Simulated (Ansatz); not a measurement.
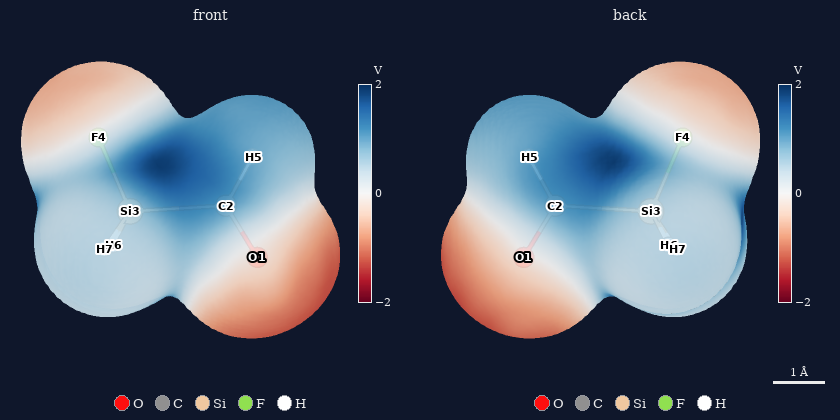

The picture shows: CH₃FOSi. The molecular electrostatic potential painted on the density surface at 0.002 e/bohr³, seen from the front and from behind; the colour scale runs from red (negative) to blue (positive).

Geometry: PBE0-D4/def2-TZVP.

The calculation used Ansatz, RKS PBE0-D4/def2-TZVPP.

```yaml
atoms:
  - { symbol: O, position_ang: [0.5832, -1.7325, 0.8655] }
  - { symbol: C, position_ang: [0.1785, -1.1359, -0.1016] }
  - { symbol: Si, position_ang: [-0.1049, 0.7532, 0.0622] }
  - { symbol: F, position_ang: [-0.6389, 1.3412, -1.3263] }
  - { symbol: H, position_ang: [-0.0195, -1.6826, -1.0528] }
  - { symbol: H, position_ang: [-1.1224, 0.9904, 1.1110] }
  - { symbol: H, position_ang: [1.1852, 1.3981, 0.3961] }
```

> Describe the electrostatic potential map.

The most negative region (about −1.3 V) lies over O1, the most positive (about +1.8 V) over Si3. O1 is the likeliest acceptor of a hydrogen bond.
